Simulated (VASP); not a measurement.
Band structure of PtC (relaxed from the wurtzite structure, space group P6_3mc). Method: PBE GGA, VASP's PBE PAW potentials (set 64) (plane waves; VASP 6.6.1).

Unless said otherwise, spin-orbit coupling is left out, though it shifts the bands of the heavy elements here.

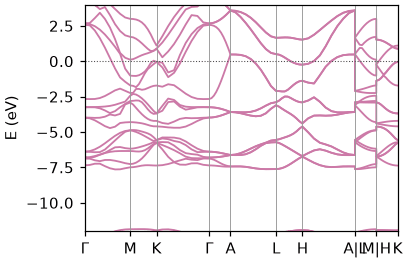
Fig. 1. Bands along high-symmetry lines, zero at the valence-band maximum or, without a gap, the Fermi level

Task: Read the plot: is there a gap, and where are the band edges?

Result: It has no gap at this level: it comes out as a metal or semimetal. (Edges off the drawn lines would not show.)

The structure was generated: PtC was put into the wurtzite type (P6_3mc), which need not be its known phase. It was relaxed first, which changed the volume by -10 %.
